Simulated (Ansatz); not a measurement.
**CoCl2 (fluorite): one cell under locks on the spin (series 3)**

Aim: hold or release the moments of CoCl2 (fluorite) in several ways at one fixed cell, and compare the energies. Cell and atoms stay fixed. This structure was made by substitution into a known type, so it needn't be the compound's stable form.

Program: Ansatz 0.2.0. Level of theory: DFT PBEsol+U (U_eff = 4 eV on Co d), plane waves, PAW. These are calculated values, not measurements.

## 1. Starting point

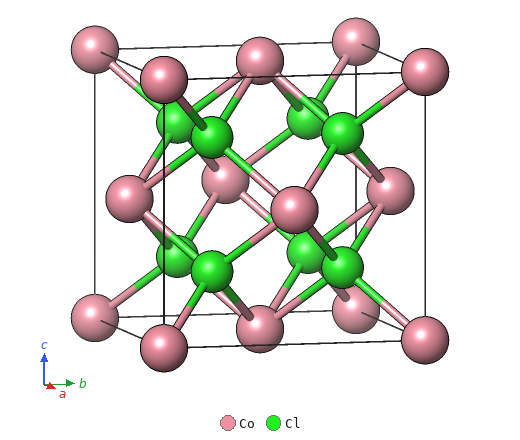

The starting structure, seen slightly off an axis (cobalt pink, chlorine green). Atoms on the faces are drawn again on the opposite ones. The cell drawn here is the conventional one.

Structure file:

```cif
data_structure
_symmetry_space_group_name_H-M 'Fm-3m'
_symmetry_Int_Tables_number 225
_cell_length_a 6.1237
_cell_length_b 6.1237
_cell_length_c 6.1237
_cell_angle_alpha 90.000
_cell_angle_beta 90.000
_cell_angle_gamma 90.000
_cell_volume 229.64
loop_
_atom_site_label
_atom_site_type_symbol
_atom_site_symmetry_multiplicity
_atom_site_Wyckoff_symbol
_atom_site_fract_x
_atom_site_fract_y
_atom_site_fract_z
_atom_site_occupancy
Co1 Co 4 a 0.00000 0.00000 0.00000 1
Cl1 Cl 8 c 0.25000 0.75000 0.75000 1
```

The runs: no spin polarisation; total moment locked at zero, no site moments, 0.00 μB per cell; total moment held at first, then free, 1.50 μB per cell.

An earlier series on this cell reached its lowest free state from «ferromagnetic start, free, symmetry kept, no search», perhaps among other starts.

## 2. No spin polarisation

input.yaml

```yaml
crystal:
  lattice:
    - [0.0, 3.06186235, 3.06186235]
    - [3.06186235, 0.0, 3.06186235]
    - [3.06186235, 3.06186235, 0.0]
  atoms:
    - { symbol: Co, position: [0.0, 0.0, 0.0] }
    - { symbol: Cl, position: [0.25, 0.25, 0.25] }
    - { symbol: Cl, position: [0.75, 0.75, 0.75] }
basis:
  ecutwfc: 420
  ecutrho_ratio: 4
kpoints:
  mp_grid: { grid: [5, 5, 5] }
hamiltonian:
  xc: pbesol
  hubbard: { sites: [{ site: 0, l: d, u_eff: 4.0 }] }
scf:
  occupations: { method: gaussian, width: 0.05 }
  lower_state_search: "off"
  max_iter: 150
output:
  forces: true
  stress: true
  eigenvalues: true
  populations: true
  hubbard: { sites: [{ site: 0, l: d }] }
```

Launch:

```console
$ ansatz run input.yaml --threads 2 --pin off --max-ram 3072MiB --backend cpu --events-out ev --progress --plain --runs-dir out
```

The log of the run, cut to the lines that bear on the results:

```text
Warning: RAYON_NUM_THREADS=2 ignored (pool sized by the plan → 2); use --threads N
Co: projections on atomic orbitals take those of the free atom [Ne] 3s2 3p6 3d7 4s2, of charge +0.00 (hamiltonian.pseudopotentials.projection_atoms); the dataset's partial waves leave at most 1.4e-6 of an orbital's norm unspanned inside its sphere
Cl: projections on atomic orbitals take those of the free atom [Ne] 3s2 3p5, of charge +0.00 (hamiltonian.pseudopotentials.projection_atoms); the dataset's partial waves leave at most 2.1e-7 of an orbital's norm unspanned inside its sphere
[...]
Pseudopotentials: kind: paw
Pseudopotential: Co, paw, valence charge 17, recommended cutoff 420 eV (normal), Co.paw.azcp
Pseudopotential: Cl, paw, valence charge 7, recommended cutoff 420 eV (normal), Cl.paw.azcp
Functional definition: PBEsol
[...]
Crystal: 3 atoms, lattice volume = 57.410 Å³
Basis set: ecut = 420 eV, 1139 PW (Γ), exchange–correlation on 60×60×60 points (8 copies of the dense FFT grid, shifted against one another)
Bands: 20, of which v1, the nominal top of the filled ones, is band 16 counted from 1 (15 counted from 0)
Symmetry: 48 space group operations
Space group: Fm-3m (ITA 225), of the structure as read, at distance tolerance 3.9e-5 Å
k-points: 10 of 125
[...]
SCF iter   1: F=—  HF=-7228.541409 eV  |F-HF|=—  |Δ(HF+E_count)|=         —  Δρ=4.67e-1  dr2=1.16e2  ethr=3.10e-3  ⟨swp⟩=5.3  Hψ=855  notcnv=0
[...]
SCF iter  17: F=-7210.871277 eV  HF=-7210.871277 eV  |F-HF|=1.36e-9  |Δ(HF+E_count)|=   4.81e-8  Δρ=4.44e-6  dr2=6.37e-9  ethr=3.23e-10  ⟨swp⟩=5.9  Hψ=871  notcnv=0
[...]
SCF converged after 17 iterations
Free energy (F): -7210.871277 eV
[...]
E sigma→0 (E₀):  -7210.866230 eV
Entropy (-TS):   -0.010095 eV (-3.365 meV/atom)
Fermi energy:    6.681920 eV
[...]
--- Forces (eV/Å), atoms counted from 1 ---
  atom   1  Co    -0.00000000     0.00000000    -0.00000000
  atom   2  Cl     0.00000000    -0.00000000    -0.00000000
  atom   3  Cl     0.00000000    -0.00000000    -0.00000000
[...]
--- Stress (GPa, compression-positive) ---
       -8.044495       0.000000       0.000000
       -0.000000      -8.044495      -0.000000
        0.000000      -0.000000      -8.044495
  P = ⅓ Tr σ = -8.0445 GPa (-80.445 kbar)
--- Band table (eV; the first three rows and the last of 10) ---
  k-point 0: bands = ["-86.8517", "-50.3262", "-50.3262", "-50.3262", "-9.7304", "-7.4260", "1.8509", "1.8509", "1.8509", "4.4387", "4.4387", "4.6920", "4.6920", "4.6920", "6.8847", "6.8847", "6.8847", "9.5290", "11.9421", "11.9421"]
[...]
Occupation matrices written to <dir>
--- Löwdin populations: 3 sites ---
  site symbol       q [e]
     0     Co     16.2791
     1     Cl      7.2776
     2     Cl      7.2776
  spilling = 0.005347 (of n_electrons = 31.000000)
--- Occupation matrices: 1 shell (run DFT+U table (all-electron-ortho-atomic); ε = 4.40e-4) ---
  Co0 d_3D: site group Oh (m-3m)
  Co0 d_3D -      Tr n = 3.8923  λ = 0.641 0.641 0.641 0.984 0.984  [3× xz 0.33 (T2g 1.00) T2g(1.00) | 2× z2 0.50 (Eg 1.00) Eg(1.00)]
  Tr n, λ and their labels are of the run-group-symmetrised matrices; stabiliser: 96 of 96 elements of G0×{1,Θ} (closed), max defect 3.0e-15 at τ = 9.3e-5
```

Run time: 1.2 s. Hardware: 2 threads of Arm Neoverse V2, shared host; peak memory 0.3 GiB.

End state: no gap, pressure -8.0 GPa, no moment over 0.05 μB in any sphere, largest force component 0.00 eV/Å, 48 symmetry operations imposed.

How the shells are filled (orbitals counted by the eigenvalues of the occupation matrices):

| shell | channel | electrons | over 0.8 | 0.2 to 0.8 | under 0.2 |
| --- | --- | --- | --- | --- | --- |
| Co 3d (atom 1) | each spin | 3.89 | 2 | 3 | 0 |

## 3. Total moment locked at zero, no site moments, 0.00 μB per cell

Edit input.yaml of step 2 so:

```diff
@@ -27 +27,5 @@
   hubbard: { sites: [{ site: 0, l: d }] }
+magnetization:
+  spin_polarized: true
+  initial_magnetization: 0.0
+  spin_locking: { lock_magnetization: hard }
```

The lock stays on to the end, so the result is a constrained state unless its moments die out.

Launch:

```console
$ ansatz run input.yaml --threads 2 --pin off --max-ram 3072MiB --backend cpu --events-out ev --progress --plain --runs-dir out
```

The log of the run, cut to the lines that bear on the results:

```text
Warning: output.stress: scf.convergence.dr2_threshold = 1e-7 eV (the SCF's general default) is looser than the 3e-10 eV advised for a printed stress (1e-10 eV for each atom of the cell: 3). What an SCF threshold leaves in a stress goes as its square root, and in the free energy as the [...]
Warning: RAYON_NUM_THREADS=2 ignored (pool sized by the plan → 2); use --threads N
Co: projections on atomic orbitals take those of the free atom [Ne] 3s2 3p6 3d7 4s2, of charge +0.00 (hamiltonian.pseudopotentials.projection_atoms); the dataset's partial waves leave at most 1.4e-6 of an orbital's norm unspanned inside its sphere
Cl: projections on atomic orbitals take those of the free atom [Ne] 3s2 3p5, of charge +0.00 (hamiltonian.pseudopotentials.projection_atoms); the dataset's partial waves leave at most 2.1e-7 of an orbital's norm unspanned inside its sphere
[...]
[... 2 set-up lines as earlier in the session ...]
[...]
       -0.000000      -8.044317       0.000000
        0.000000       0.000000      -8.044317
  P = ⅓ Tr σ = -8.0443 GPa (-80.443 kbar)
--- Band table (eV; the first three rows and the last of 20) ---
  k-point 0 ↑: bands = ["-86.8519", "-50.3264", "-50.3264", "-50.3264", "-9.7304", "-7.4260", "1.8509", "1.8509", "1.8509", "4.4385", "4.4385", "4.6919", "4.6919", "4.6919", "6.8846", "6.8846", "6.8846", "9.5289", "11.9421", "11.9421"]
[...]
Occupation matrices written to <dir>
--- Löwdin populations: 3 sites ---
  site symbol       q [e]    m [muB]
     0     Co     16.2791     0.0000
     1     Cl      7.2776     0.0000
     2     Cl      7.2776     0.0000
  spilling = 0.005347 (of n_electrons = 31.000000)
--- Occupation matrices: 1 shell (run DFT+U table (all-electron-ortho-atomic); ε = 2.42e-3) ---
  Co0 d_3D: site group Oh (m-3m)
  Co0 d_3D up     Tr n = 3.8923  λ = 0.641 0.641 0.641 0.984 0.984  [3× xz 0.33 (T2g 1.00) T2g(1.00) | 2× z2 0.50 (Eg 1.00) Eg(1.00)]
  Co0 d_3D dn     Tr n = 3.8923  λ = 0.641 0.641 0.641 0.984 0.984  [3× xz 0.33 (T2g 1.00) T2g(1.00) | 2× z2 0.50 (Eg 1.00) Eg(1.00)]
  Tr n, λ and their labels are of the run-group-symmetrised matrices; stabiliser: 96 of 96 elements of G0×{1,Θ} (closed), max defect 2.8e-15 at τ = 5.1e-4
```

Wall time 1 s (2 threads of Arm Neoverse V2, shared host); peak memory 0.31 GiB.

End state: no gap, pressure -8.0 GPa, no moment over 0.05 μB in any sphere, largest force component 0.00 eV/Å, 48 symmetry operations imposed.

How the shells are filled (orbitals counted by the eigenvalues of the occupation matrices):

| shell | channel | electrons | over 0.8 | 0.2 to 0.8 | under 0.2 |
| --- | --- | --- | --- | --- | --- |
| Co 3d (atom 1) | up | 3.89 | 2 | 3 | 0 |
| Co 3d (atom 1) | down | 3.89 | 2 | 3 | 0 |

## 4. Total moment held at first, then free, 1.50 μB per cell

Edit input.yaml of step 3 so:

```diff
@@ -6,3 +6,3 @@
   atoms:
-    - { symbol: Co, position: [0.0, 0.0, 0.0] }
+    - { symbol: Co, position: [0.0, 0.0, 0.0], spin: 1.5 }
     - { symbol: Cl, position: [0.25, 0.25, 0.25] }
@@ -29,3 +29,3 @@
   spin_polarized: true
-  initial_magnetization: 0.0
-  spin_locking: { lock_magnetization: hard }
+  initial_magnetization: 1.5
+  spin_locking: { lock_magnetization: soft, n_iters: 6 }
```

The lock is temporary (n_iters 6) and is released on the way.

Launch:

```console
$ ansatz run input.yaml --threads 2 --pin off --max-ram 3072MiB --backend cpu --events-out ev --progress --plain --runs-dir out
```

The log of the run, cut to the lines that bear on the results:

```text
Warning: output.stress: scf.convergence.dr2_threshold = 1e-7 eV (the SCF's general default) is looser than the 3e-10 eV advised for a printed stress (1e-10 eV for each atom of the cell: 3). What an SCF threshold leaves in a stress goes as its square root, and in the free energy as the [...]
Warning: RAYON_NUM_THREADS=2 ignored (pool sized by the plan → 2); use --threads N
Co: projections on atomic orbitals take those of the free atom [Ne] 3s2 3p6 3d7 4s2, of charge +0.00 (hamiltonian.pseudopotentials.projection_atoms); the dataset's partial waves leave at most 1.4e-6 of an orbital's norm unspanned inside its sphere
Cl: projections on atomic orbitals take those of the free atom [Ne] 3s2 3p5, of charge +0.00 (hamiltonian.pseudopotentials.projection_atoms); the dataset's partial waves leave at most 2.1e-7 of an orbital's norm unspanned inside its sphere
[...]
[... 2 set-up lines as earlier in the session ...]
[...]
        0.000000      -1.514687      -0.000000
        0.000000      -0.000000      -1.514687
  P = ⅓ Tr σ = -1.5147 GPa (-15.147 kbar)
--- Band table (eV; the first three rows and the last of 20) ---
  k-point 0 ↑: bands = ["-90.5254", "-53.9215", "-53.9215", "-53.9215", "-9.3518", "-6.9351", "0.0286", "0.0286", "0.0286", "1.8129", "1.8129", "4.0583", "4.0583", "4.0583", "5.0451", "5.0451", "5.0451", "8.9886", "11.7313", "11.7313", "11.7313"]
[...]
Occupation matrices written to <dir>
--- Löwdin populations: 3 sites ---
  site symbol       q [e]    m [muB]
     0     Co     15.8799     2.6605
     1     Cl      7.4756     0.1693
     2     Cl      7.4756     0.1693
  spilling = 0.005448 (of n_electrons = 31.000000)
--- Occupation matrices: 1 shell (run DFT+U table (all-electron-ortho-atomic); ε = 3.76e-4) ---
  Co0 d_3D: site group Oh (m-3m)
  Co0 d_3D up     Tr n = 4.9914  λ = 0.998 0.998 0.999 0.999 0.999  [2× z2 0.50 (Eg 1.00) Eg(1.00) | 3× xz 0.33 (T2g 1.00) T2g(1.00)]
  Co0 d_3D dn     Tr n = 2.3329  λ = 0.116 0.116 0.116 0.993 0.993  [3× xz 0.33 (T2g 1.00) T2g(1.00) | 2× z2 0.50 (Eg 1.00) Eg(1.00)]
  Tr n, λ and their labels are of the run-group-symmetrised matrices; stabiliser: 48 of 96 elements of G0×{1,Θ} (closed), max defect 2.8e-15 at τ = 8.0e-5
```

It took 2.1 s on 2 threads of Arm Neoverse V2, shared host; peak memory 0.32 GiB.

End state: a gap on the mesh of 1.93 eV, pressure -1.5 GPa, moments in spheres Co 2.66; Cl 0.14 μB, largest force component 0.00 eV/Å, 48 symmetry operations imposed.

How the shells are filled (orbitals counted by the eigenvalues of the occupation matrices):

| shell | channel | electrons | over 0.8 | 0.2 to 0.8 | under 0.2 |
| --- | --- | --- | --- | --- | --- |
| Co 3d (atom 1) | up | 4.99 | 5 | 0 | 0 |
| Co 3d (atom 1) | down | 2.33 | 2 | 0 | 3 |

## 5. The states in order of energy

Energies count from the lowest free state and have the smearing extrapolated to zero.

| start | energy (meV/atom) | gap (eV) | pressure (GPa) | largest moment (μB) | SCF cycles | time |
| --- | --- | --- | --- | --- | --- | --- |
| ferromagnetic start, free, symmetry kept, no search (earlier series) | 0.0 | 1.93 | -1.5 | 2.66 | 13 | 1.9 s |
| total moment held at first, then free, 1.50 μB per cell | 0.0 | 1.93 | -1.5 | 2.66 | 21 | 2.1 s |
| no spin polarisation | 1114.8 | metal | -8.0 | 0.00 | 17 | 1.2 s |
| total moment locked at zero, no site moments, 0.00 μB per cell [held] | 1114.8 | metal | -8.0 | 0.00 | 12 | 1 s |

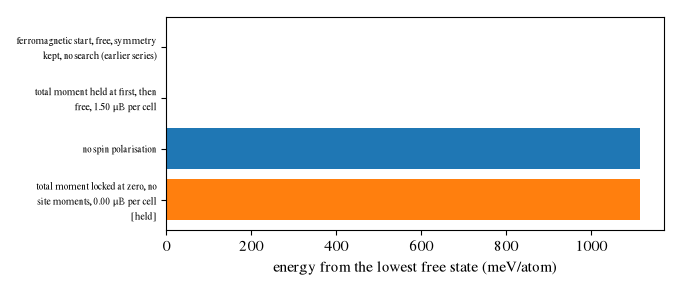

Energy of each end state; held states orange.

The 2 free runs end within about 1 meV/atom of each other. Only the magnetic starts listed were tried; the real order may differ or need a larger cell, so the ranking holds for this cell alone. Without spin polarisation the energy is 1115 meV/atom higher. The cheapest of the held states in this table, «total moment locked at zero, no site moments, 0.00 μB per cell», lies +1115 meV/atom from the lowest free state; part of that can come from another filling of the orbitals. The lowest state found need not be the ground state, and the geometry wasn't relaxed for any of them.
